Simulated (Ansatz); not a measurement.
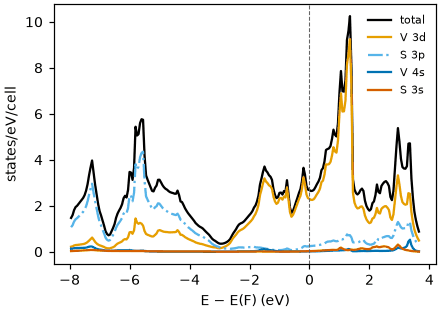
*Total and projected density of states of VS (NiAs type, space group No. 194), PBEsol in the plane-wave PAW code Ansatz*

**Question.** Which orbitals carry the states next to the Fermi level?

**Answer.** Within 0.5 eV of the Fermi level: V 3d 87 %, S 3p 8 %. Projections are on Löwdin-orthogonalised atomic valence shells; empty p or d shells of many metals are not among them.

**Question.** Where is the tallest occupied peak in this window, and what makes it?

**Answer.** Near -5.6 eV, about 5.8 states/eV per cell; the largest projected share is S 3p.

Space group P6_3/mmc (NiAs type). The first step of the workflow began from a Materials Project structure, measured or hypothetical; the Crystallography Open Database files this formula in space group No. 194, but the cells were not matched. Its standing as an ambient phase is unchecked. Symmetry was held in the PBEsol relaxation; its stability against distortions is not shown here. The run is not spin-polarised.

Potentials: the later of the program's two PAW sets.
